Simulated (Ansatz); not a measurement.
## Run report: CH5O2SbSi, nudged elastic band (part 1 of 2)

CH5O2SbSi, computed with RKS PBE0/def2-SVP (Ansatz 0.2.0).

The run did not end well. It belongs to a series of runs on one base structure; here: band between the two ends.

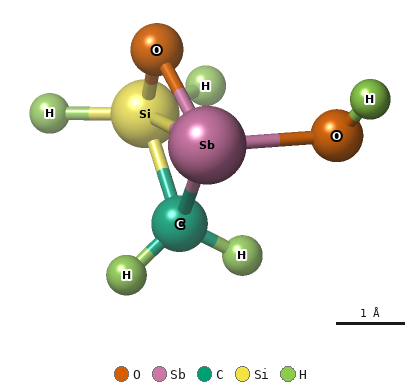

The structure as given in the input (ball-and-stick view, seen at a tilt). Sticks mark near contacts.

Outcome:

- outcome: not converged
- barrier, forward (band not converged): 2.974 eV
- barrier, backward: 1.278 eV
- hardware: 2 threads of Intel Xeon (Sapphire Rapids), 16 GiB of memory available, shared host
- wall time: 21 min (CPU time 41 min)
- peak memory: 0.31 GiB

Diagnosis:

The run did not converge: “NEB band did not converge after 60 iterations: max|band force component| = 1.05e0 eV/Å (threshold 5.0e-2); raise `neb.max_iterations` in a new run, which can start from the last band evaluated (`neb.initial_path`, with `crystal.atoms` and `neb.final_atoms` set to its first and last images), add images, or start from endpoints closer to local minima …” Its last values are not results.

Input:
```yaml
crystal:
  periodic: [false, false, false]
  atoms:
    - { symbol: O, position_ang: [-2.279556, 0.361096, 0.126931] }
    - { symbol: Sb, position_ang: [-0.766453, 0.478773, 1.412833] }
    - { symbol: C, position_ang: [0.601424, 0.956727, -0.218453] }
    - { symbol: Si, position_ang: [1.023534, -0.892199, -0.293587] }
    - { symbol: O, position_ang: [0.084069, -1.326125, 1.033501] }
    - { symbol: H, position_ang: [-3.097917, 0.102251, 0.568104] }
    - { symbol: H, position_ang: [1.414298, 1.641342, 0.066441] }
    - { symbol: H, position_ang: [0.033915, 1.372691, -1.064514] }
    - { symbol: H, position_ang: [0.597884, -1.557219, -1.56118] }
    - { symbol: H, position_ang: [2.471902, -1.188436, -0.067078] }
basis:
  gaussian: { orbitals: def2-SVP }
hamiltonian:
  xc: pbe0
neb:
  order_check: false
  images: 8
  f_tol: 0.05
  max_iterations: 60
  climbing: false
  final_atoms:
    - { symbol: O, position_ang: [-2.16613751, 0.2545362, 0.20322309] }
    - { symbol: Sb, position_ang: [-0.40438079, 0.123095, 1.15474386] }
    - { symbol: C, position_ang: [0.79556525, 1.01853349, -0.33084502] }
    - { symbol: Si, position_ang: [1.74853849, -0.70834006, -0.54259776] }
    - { symbol: O, position_ang: [0.026471, -1.52664784, -0.15752972] }
    - { symbol: H, position_ang: [-2.89231875, -0.08404246, 0.74196546] }
    - { symbol: H, position_ang: [1.41949861, 1.8526527, 0.02658871] }
    - { symbol: H, position_ang: [0.20074967, 1.33124562, -1.20248881] }
    - { symbol: H, position_ang: [-0.59881597, -1.50227387, -0.89704827] }
    - { symbol: H, position_ang: [1.95392999, -0.80985778, 1.00698647] }
  initial_path:
    images:
      - { positions_ang: [[-2.279556, 0.361096, 0.126931], [-0.766453, 0.478773, 1.412833], [0.601424, 0.956727, -0.218453], [1.023534, -0.892199, -0.293587], [0.084069, -1.326125, 1.033501], [-3.097917, 0.102251, 0.568104], [1.414298, 1.641342, 0.066441], [0.033915, 1.372691, -1.064514], [0.597884, -1.557219, -1.56118], [2.471902, -1.188436, -0.067078]] }
      - { positions_ang: [[-2.26946108, 0.36562763, 0.11452591], [-0.75606636, 0.4739698, 1.39839637], [0.60187812, 0.97488905, -0.21864513], [1.0330051, -0.85634271, -0.35484705], [0.05410665, -1.33238551, 0.94761732], [-3.05113202, 0.02371526, 0.53765272], [1.44616234, 1.62499915, 0.09237902], [0.06520829, 1.41593076, -1.06262516], [0.50444311, -1.57518079, -1.34084164], [2.45495585, -1.16632164, -0.11061436]] }
      - { positions_ang: [[-2.25936617, 0.37015927, 0.10212083], [-0.74567972, 0.4691666, 1.38395975], [0.60233224, 0.9930511, -0.21883727], [1.0424762, -0.82048641, -0.4161071], [0.02414431, -1.33864603, 0.86173365], [-3.00434704, -0.05482048, 0.50720144], [1.47802668, 1.6086563, 0.11831704], [0.09650159, 1.45917053, -1.06073632], [0.41100222, -1.59314259, -1.12050328], [2.4380097, -1.14420729, -0.15415073]] }
      - { positions_ang: [[-2.24927125, 0.3746909, 0.08971574], [-0.73529309, 0.4643634, 1.36952312], [0.60278635, 1.01121315, -0.2190294], [1.0519473, -0.78463012, -0.47736714], [-0.00581804, -1.34490654, 0.77584997], [-2.95756206, -0.13335623, 0.47675016], [1.50989102, 1.59231345, 0.14425506], [0.12779488, 1.50241029, -1.05884749], [0.31756134, -1.61110438, -0.90016492], [2.42106355, -1.12209293, -0.19768709]] }
      - { positions_ang: [[-2.23917634, 0.37922254, 0.07731065], [-0.72490645, 0.4595602, 1.35508649], [0.60324047, 1.02937521, -0.21922154], [1.0614184, -0.74877383, -0.53862719], [-0.03578038, -1.35116705, 0.6899663], [-2.91077708, -0.21189197, 0.44629888], [1.54175536, 1.5759706, 0.17019308], [0.15908818, 1.54565005, -1.05695865], [0.22412045, -1.62906617, -0.67982656], [2.40411739, -1.09997857, -0.24122346]] }
      - { positions_ang: [[-2.22657428, 0.36738256, 0.08578755], [-0.6846762, 0.42004042, 1.32640992], [0.62481172, 1.03624259, -0.23170954], [1.14197445, -0.72834506, -0.56629506], [-0.04218016, -1.37344737, 0.55762955], [-2.88793283, -0.23259124, 0.46561682], [1.5423332, 1.59944957, 0.16576504], [0.17762536, 1.54104501, -1.07228918], [0.09115379, -1.62296116, -0.60603415], [2.34656495, -1.05791433, -0.12188296]] }
      - { positions_ang: [[-2.21146509, 0.33917097, 0.11514644], [-0.61460235, 0.34580406, 1.28349341], [0.6675001, 1.03181532, -0.25649341], [1.29361546, -0.72334381, -0.56037073], [-0.02501737, -1.41174749, 0.37883973], [-2.88902931, -0.19545405, 0.53470398], [1.51162455, 1.66275035, 0.13097096], [0.18340644, 1.48859516, -1.10483909], [-0.08133865, -1.59278934, -0.67878768], [2.24840621, -0.99590019, 0.1603344]] }
      - { positions_ang: [[-2.19635589, 0.31095938, 0.14450532], [-0.5445285, 0.27156771, 1.24057689], [0.71018848, 1.02738804, -0.28127728], [1.44525647, -0.71834256, -0.55444641], [-0.00785458, -1.45004761, 0.20004992], [-2.89012579, -0.15831685, 0.60379114], [1.4809159, 1.72605113, 0.09617688], [0.18918752, 1.43614531, -1.13738899], [-0.25383109, -1.56261751, -0.75154121], [2.15024747, -0.93388606, 0.44255175]] }
      - { positions_ang: [[-2.1812467, 0.28274779, 0.1738642], [-0.47445464, 0.19733136, 1.19766038], [0.75287687, 1.02296077, -0.30606115], [1.59689748, -0.71334131, -0.54852208], [0.00930821, -1.48834772, 0.0212601], [-2.89122227, -0.12117965, 0.6728783], [1.45020725, 1.78935191, 0.06138279], [0.19496859, 1.38369547, -1.1699389], [-0.42632353, -1.53244569, -0.82429474], [2.05208873, -0.87187192, 0.72476911]] }
      - { positions_ang: [[-2.16613751, 0.2545362, 0.20322309], [-0.40438079, 0.123095, 1.15474386], [0.79556525, 1.01853349, -0.33084502], [1.74853849, -0.70834006, -0.54259776], [0.026471, -1.52664784, -0.15752972], [-2.89231875, -0.08404246, 0.74196546], [1.41949861, 1.8526527, 0.02658871], [0.20074967, 1.33124562, -1.20248881], [-0.59881597, -1.50227387, -0.89704827], [1.95392999, -0.80985778, 1.00698647]] }
```

Command:
```bash
ansatz run input.yaml --threads 2 --pin off --max-ram 3072MiB --backend cpu --events-out ev --progress --plain --runs-dir out
```

What the program printed:
```
Engine: ansatz 0.2.0, x86_64-unknown-linux-gnu
Functional definition: PBE0
  parameter a = 0.25
  parameter kappa = 0.804
  parameter beta = 0.06672455060314922
  exchange = (1 - a)*pbe_x(kappa = kappa, mu = beta*pi^2/3) + a*exact_x
  correlation = pbe_c(beta = beta)
1255 factors; integrals over basis functions are off by at most 4.3e-4 eV
mean field evaluation 1: about -19600.7918 eV, gradient 7.9e1 eV
mean field evaluation 2: about -19566.0567 eV, gradient 1.5e2 eV
mean field evaluation 4: about -19613.2145 eV, gradient 1.1e1 eV
mean field evaluation 8: about -19613.5674 eV, gradient 3.0e-1 eV
mean field evaluation 16: about -19613.5676 eV, gradient 5.6e-5 eV
mean field -19613.56760290 eV, -720.7853148530 hartree, gradient 5.6e-5 eV, S^2 0.000000; 0 other end points of the search recorded, 0 dependent functions left out
the calculation of the forces begins
reference -19613.56763101 eV, -720.7853158859 hartree; 32, 32 occupied and 79, 79 virtual orbitals, 1255 factors
1257 factors; integrals over basis functions are off by at most 1.2e-3 eV
mean field evaluation 32: about -19611.8714 eV, gradient 2.2e-5 eV
mean field -19611.87138662 eV, -720.7229800543 hartree, gradient 2.3e-5 eV, S^2 0.000000; 0 other end points of the search recorded, 0 dependent functions left out
[... from here on the field's lines of each further geometry are left out, up to the last ...]
NEB iter   1: max|band force component| = 7.874e0 eV/Å  barrier→ = 4.6019 eV  barrier← = 2.9057 eV  Δτ_max = 0.1967 Å  (292 SCF iters)
NEB iter   2: max|band force component| = 3.535e0 eV/Å  barrier→ = 3.4960 eV  barrier← = 1.7998 eV  Δτ_max = 0.2000 Å  (260 SCF iters)
NEB iter   3: max|band force component| = 1.253e0 eV/Å  barrier→ = 3.3249 eV  barrier← = 1.6286 eV  Δτ_max = 0.1903 Å  (264 SCF iters)
NEB iter   4: max|band force component| = 2.426e0 eV/Å  barrier→ = 3.3425 eV  barrier← = 1.6463 eV  Δτ_max = 0.1005 Å  (262 SCF iters)
NEB iter   5: max|band force component| = 7.279e-1 eV/Å  barrier→ = 3.2742 eV  barrier← = 1.5780 eV  Δτ_max = 0.2000 Å  (262 SCF iters)
NEB iter   6: max|band force component| = 3.487e0 eV/Å  barrier→ = 3.0909 eV  barrier← = 1.3946 eV  Δτ_max = 0.1004 Å  (263 SCF iters)
NEB iter   7: max|band force component| = 6.494e-1 eV/Å  barrier→ = 2.9646 eV  barrier← = 1.2684 eV  Δτ_max = 0.1357 Å  (263 SCF iters)
NEB iter   8: max|band force component| = 5.937e-1 eV/Å  barrier→ = 2.7806 eV  barrier← = 1.0844 eV  Δτ_max = 0.0822 Å  (255 SCF iters)
NEB iter   9: max|band force component| = 2.329e-1 eV/Å  barrier→ = 2.7464 eV  barrier← = 1.0502 eV  Δτ_max = 0.0314 Å  (257 SCF iters)
NEB iter  10: max|band force component| = 8.625e-2 eV/Å  barrier→ = 2.7559 eV  barrier← = 1.0597 eV  Δτ_max = 0.2000 Å  (252 SCF iters)
NEB iter  11: max|band force component| = 3.040e-1 eV/Å  barrier→ = 2.8251 eV  barrier← = 1.1288 eV  Δτ_max = 0.1006 Å  (257 SCF iters)
NEB iter  12: max|band force component| = 2.073e-1 eV/Å  barrier→ = 2.8271 eV  barrier← = 1.1309 eV  Δτ_max = 0.1003 Å  (260 SCF iters)
NEB iter  13: max|band force component| = 1.292e-1 eV/Å  barrier→ = 2.8780 eV  barrier← = 1.1818 eV  Δτ_max = 0.0998 Å  (262 SCF iters)
NEB iter  14: max|band force component| = 1.836e-1 eV/Å  barrier→ = 2.8608 eV  barrier← = 1.1645 eV  Δτ_max = 0.0499 Å  (255 SCF iters)
NEB iter  15: max|band force component| = 8.472e-2 eV/Å  barrier→ = 2.8987 eV  barrier← = 1.2025 eV  Δτ_max = 0.0999 Å  (259 SCF iters)
NEB iter  16: max|band force component| = 1.065e-1 eV/Å  barrier→ = 2.9125 eV  barrier← = 1.2163 eV  Δτ_max = 0.0990 Å  (258 SCF iters)
NEB iter  17: max|band force component| = 1.453e-1 eV/Å  barrier→ = 2.9745 eV  barrier← = 1.2783 eV  Δτ_max = 0.0500 Å  (253 SCF iters)
NEB iter  18: max|band force component| = 1.398e-1 eV/Å  barrier→ = 2.9885 eV  barrier← = 1.2923 eV  Δτ_max = 0.0992 Å  (252 SCF iters)
NEB iter  19: max|band force component| = 1.986e-1 eV/Å  barrier→ = 2.9656 eV  barrier← = 1.2694 eV  Δτ_max = 0.0989 Å  (258 SCF iters)
NEB iter  20: max|band force component| = 2.107e-1 eV/Å  barrier→ = 2.9597 eV  barrier← = 1.2634 eV  Δτ_max = 0.0998 Å  (247 SCF iters)
NEB iter  21: max|band force component| = 3.107e-1 eV/Å  barrier→ = 2.9680 eV  barrier← = 1.2718 eV  Δτ_max = 0.1977 Å  (254 SCF iters)
NEB iter  22: max|band force component| = 4.014e-1 eV/Å  barrier→ = 2.9286 eV  barrier← = 1.2324 eV  Δτ_max = 0.1906 Å  (257 SCF iters)
NEB iter  23: max|band force component| = 4.299e-1 eV/Å  barrier→ = 2.8980 eV  barrier← = 1.2017 eV  Δτ_max = 0.1950 Å  (277 SCF iters)
NEB iter  24: max|band force component| = 5.029e-1 eV/Å  barrier→ = 2.9018 eV  barrier← = 1.2056 eV  Δτ_max = 0.1969 Å  (264 SCF iters)
NEB iter  25: max|band force component| = 4.626e-1 eV/Å  barrier→ = 2.8815 eV  barrier← = 1.1852 eV  Δτ_max = 0.1969 Å  (265 SCF iters)
NEB iter  26: max|band force component| = 4.158e-1 eV/Å  barrier→ = 2.8071 eV  barrier← = 1.1109 eV  Δτ_max = 0.1972 Å  (258 SCF iters)
NEB iter  27: max|band force component| = 4.091e-1 eV/Å  barrier→ = 2.7214 eV  barrier← = 1.0252 eV  Δτ_max = 0.1999 Å  (256 SCF iters)
NEB iter  28: max|band force component| = 5.887e-1 eV/Å  barrier→ = 2.7214 eV  barrier← = 1.0252 eV  Δτ_max = 0.1004 Å  (253 SCF iters)
NEB iter  29: max|band force component| = 4.918e-1 eV/Å  barrier→ = 2.7347 eV  barrier← = 1.0385 eV  Δτ_max = 0.1007 Å  (261 SCF iters)
NEB iter  30: max|band force component| = 2.714e-1 eV/Å  barrier→ = 2.6780 eV  barrier← = 0.9818 eV  Δτ_max = 0.1019 Å  (255 SCF iters)
NEB iter  31: max|band force component| = 3.473e-1 eV/Å  barrier→ = 2.7206 eV  barrier← = 1.0244 eV  Δτ_max = 0.0507 Å  (262 SCF iters)
NEB iter  32: max|band force component| = 3.185e-1 eV/Å  barrier→ = 2.6829 eV  barrier← = 0.9867 eV  Δτ_max = 0.0504 Å  (246 SCF iters)
NEB iter  33: max|band force component| = 2.867e-1 eV/Å  barrier→ = 2.6855 eV  barrier← = 0.9893 eV  Δτ_max = 0.1006 Å  (258 SCF iters)
NEB iter  34: max|band force component| = 2.408e-1 eV/Å  barrier→ = 2.6620 eV  barrier← = 0.9658 eV  Δτ_max = 0.1998 Å  (234 SCF iters)
NEB iter  35: max|band force component| = 3.251e-1 eV/Å  barrier→ = 2.9272 eV  barrier← = 1.2310 eV  Δτ_max = 0.1002 Å  (238 SCF iters)
NEB iter  36: max|band force component| = 3.023e-1 eV/Å  barrier→ = 2.9301 eV  barrier← = 1.2338 eV  Δτ_max = 0.0994 Å  (248 SCF iters)
NEB iter  37: max|band force component| = 3.532e-1 eV/Å  barrier→ = 3.0192 eV  barrier← = 1.3230 eV  Δτ_max = 0.1999 Å  (258 SCF iters)
NEB iter  38: max|band force component| = 5.504e-1 eV/Å  barrier→ = 3.1912 eV  barrier← = 1.4950 eV  Δτ_max = 0.1974 Å  (255 SCF iters)
NEB iter  39: max|band force component| = 6.687e-1 eV/Å  barrier→ = 3.2845 eV  barrier← = 1.5883 eV  Δτ_max = 0.1968 Å  (255 SCF iters)
NEB iter  40: max|band force component| = 8.503e-1 eV/Å  barrier→ = 3.2604 eV  barrier← = 1.5642 eV  Δτ_max = 0.2000 Å  (260 SCF iters)
NEB iter  41: max|band force component| = 1.011e0 eV/Å  barrier→ = 3.2516 eV  barrier← = 1.5553 eV  Δτ_max = 0.1981 Å  (265 SCF iters)
NEB iter  42: max|band force component| = 1.121e0 eV/Å  barrier→ = 3.3122 eV  barrier← = 1.6160 eV  Δτ_max = 0.1961 Å  (261 SCF iters)
NEB iter  43: max|band force component| = 8.563e-1 eV/Å  barrier→ = 3.4053 eV  barrier← = 1.7091 eV  Δτ_max = 0.1991 Å  (260 SCF iters)
NEB iter  44: max|band force component| = 8.808e-1 eV/Å  barrier→ = 3.3689 eV  barrier← = 1.6727 eV  Δτ_max = 0.1990 Å  (264 SCF iters)
NEB iter  45: max|band force component| = 1.063e0 eV/Å  barrier→ = 3.4018 eV  barrier← = 1.7056 eV  Δτ_max = 0.2000 Å  (261 SCF iters)
NEB iter  46: max|band force component| = 1.138e0 eV/Å  barrier→ = 3.2990 eV  barrier← = 1.6027 eV  Δτ_max = 0.2000 Å  (262 SCF iters)
NEB iter  47: max|band force component| = 1.452e0 eV/Å  barrier→ = 3.1582 eV  barrier← = 1.4620 eV  Δτ_max = 0.1999 Å  (258 SCF iters)
NEB iter  48: max|band force component| = 1.672e0 eV/Å  barrier→ = 3.0179 eV  barrier← = 1.3216 eV  Δτ_max = 0.1988 Å  (251 SCF iters)
NEB iter  49: max|band force component| = 1.830e0 eV/Å  barrier→ = 2.9093 eV  barrier← = 1.2131 eV  Δτ_max = 0.2000 Å  (255 SCF iters)
NEB iter  50: max|band force component| = 2.406e0 eV/Å  barrier→ = 2.9379 eV  barrier← = 1.2416 eV  Δτ_max = 0.1986 Å  (251 SCF iters)
NEB iter  51: max|band force component| = 2.601e0 eV/Å  barrier→ = 3.1380 eV  barrier← = 1.4418 eV  Δτ_max = 0.1960 Å  (253 SCF iters)
NEB iter  52: max|band force component| = 2.822e0 eV/Å  barrier→ = 3.6268 eV  barrier← = 1.9306 eV  Δτ_max = 0.2000 Å  (261 SCF iters)
NEB iter  53: max|band force component| = 4.328e0 eV/Å  barrier→ = 3.8512 eV  barrier← = 2.1550 eV  Δτ_max = 0.1017 Å  (262 SCF iters)
NEB iter  54: max|band force component| = 5.572e0 eV/Å  barrier→ = 3.4784 eV  barrier← = 1.7822 eV  Δτ_max = 0.1999 Å  (266 SCF iters)
NEB iter  55: max|band force component| = 5.928e0 eV/Å  barrier→ = 3.4664 eV  barrier← = 1.7702 eV  Δτ_max = 0.2000 Å  (266 SCF iters)
NEB iter  56: max|band force component| = 5.943e0 eV/Å  barrier→ = 3.3085 eV  barrier← = 1.6123 eV  Δτ_max = 0.2000 Å  (260 SCF iters)
NEB iter  57: max|band force component| = 4.507e0 eV/Å  barrier→ = 2.6917 eV  barrier← = 0.9955 eV  Δτ_max = 0.2000 Å  (261 SCF iters)
NEB iter  58: max|band force component| = 2.009e0 eV/Å  barrier→ = 2.6074 eV  barrier← = 0.9112 eV  Δτ_max = 0.1984 Å  (262 SCF iters)
NEB iter  59: max|band force component| = 1.038e0 eV/Å  barrier→ = 2.8048 eV  barrier← = 1.1086 eV  Δτ_max = 0.1990 Å  (259 SCF iters)
the calculation of the forces begins
reference -19611.61812096 eV, -720.7136727132 hartree; 32, 32 occupied and 79, 79 virtual orbitals, 1257 factors
these checks for a lower state are left out or cut short: starts, cluster_reference, orbital_swaps, neighbouring_geometries, increment
1257 factors; integrals over basis functions are off by at most 8.1e-4 eV
mean field -19611.77717390 eV, -720.7195178006 hartree, gradient 1.6e-5 eV, S^2 0.000000; 0 other end points of the search recorded, 0 dependent functions left out
the calculation of the forces begins
reference -19611.77720104 eV, -720.7195187981 hartree; 32, 32 occupied and 79, 79 virtual orbitals, 1257 factors
NEB iter  60: max|band force component| = 1.047e0 eV/Å  barrier→ = 2.9739 eV  barrier← = 1.2776 eV  Δτ_max = 0.1036 Å  (260 SCF iters)
```
